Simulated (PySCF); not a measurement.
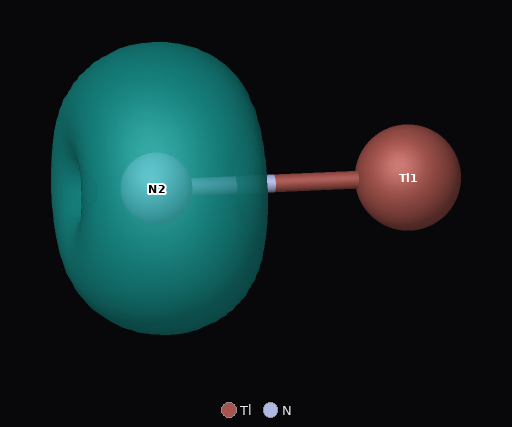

*TlN (triplet). Isosurfaces of the spin density at +0.04 (teal) and −0.04 e/Å³ (pink), seen from one side.*

Core potentials replace the inner electrons of Tl.

Computed with PySCF 2.14.0, PBE0/cc-pVDZ(-PP), non-relativistic Hamiltonian with scalar-relativistic core potentials where named, at a bond length of 2.325 Å.

**Which atoms carry the spin?**

The unpaired spin (2 electrons) lies mostly on N2 (about 1.9) and Tl1 (about 0.1), in electrons by Hirshfeld's partition. Only one sign reaches the isovalue.
